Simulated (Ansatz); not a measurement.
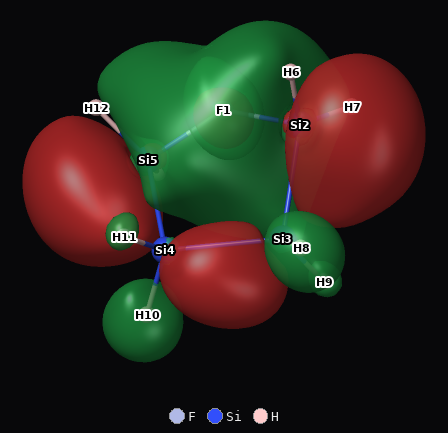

The picture shows: FH₈Si₄ (SMILES [F+]1[SiH2][SiH2][SiH2][SiH2]1) (charge +1). The LUMO at ±0.05 Å⁻³ᐟ² (green and red are the two phases), seen at a tilt.

Geometry: B3LYP/6-31G*.

Theory: Ansatz, isolated molecule in a Gaussian basis; Kohn-Sham density functional theory, functional PBE0.

The calculation's input:

```
crystal:
  periodic: [false, false, false]
  atoms:
    - {symbol: F, position_ang: [-0.615184, 2.395232, -0.555197]}
    - {symbol: Si, position_ang: [-1.980310, 1.360466, 0.057360]}
    - {symbol: Si, position_ang: [-1.194355, -0.764859, -0.608466]}
    - {symbol: Si, position_ang: [0.441147, -0.146291, -2.212420]}
    - {symbol: Si, position_ang: [0.866866, 2.084416, -1.564201]}
    - {symbol: H, position_ang: [-3.101036, 1.958676, -0.695150]}
    - {symbol: H, position_ang: [-1.963325, 1.751971, 1.479983]}
    - {symbol: H, position_ang: [-2.317166, -1.546039, -1.175581]}
    - {symbol: H, position_ang: [-0.579814, -1.413944, 0.573459]}
    - {symbol: H, position_ang: [1.693548, -0.930559, -2.117579]}
    - {symbol: H, position_ang: [-0.121644, -0.122652, -3.583052]}
    - {symbol: H, position_ang: [0.733665, 3.185615, -2.537299]}
    - {symbol: H, position_ang: [1.912105, 2.329784, -0.550527]}
basis:
  gaussian:
    orbitals: def2-SVPD
hamiltonian:
  xc: {name: PBE0}
output: {forces: true, orbitals: {seedname: orbitals}}
total_charge: 1
```

Command:

```sh
ansatz run input.yaml --threads 2 --pin off --max-ram 4350MiB --events-out events.jsonl --progress --plain --runs-dir runs
```

Question: Where does this orbital lie, and at what energy?

Answer: Its weight (Hirshfeld) is mainly on Si2 (about 30 %), Si5 (about 30 %), Si4 (about 10 %), Si3 (about 10 %) and F1 (about 10 %). Its energy is −6.34 eV.
